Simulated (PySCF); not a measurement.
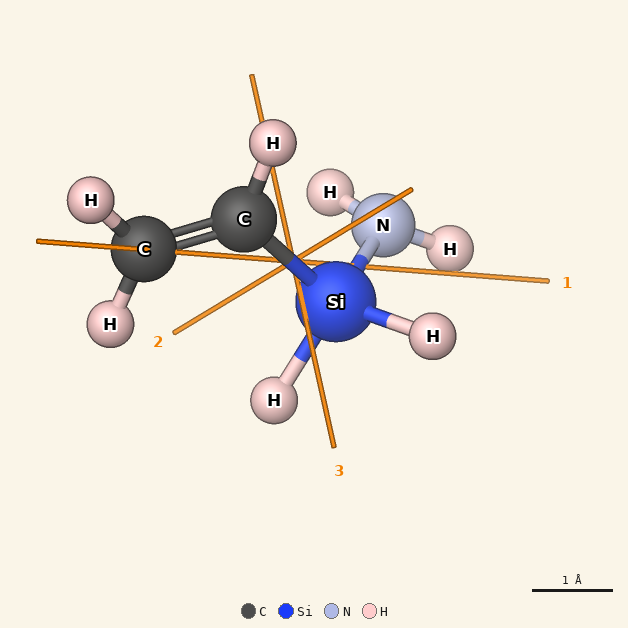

The three principal axes of inertia are drawn and numbered. Depth is shown by fading: the farther an atom, the more it takes the colour of the background. Computed geometry: PBE0-D3(BJ)/def2-SVP optimisation. No frequency run is at hand to confirm it as a minimum. Masses are those of the most abundant isotopes; constants are for the rigid equilibrium geometry.

Which line is the a axis (least moment of inertia), which b and which c?

a is line 1, b is line 3, c is line 2; the moments are 33.2, 162, 175 u Å².

What kind of rotor is it, and what are its rotational constants in MHz?

An asymmetric top (C1): A = 15216, B = 3122, C = 2886 MHz. Ray's parameter κ is −0.96, close to the prolate limit.
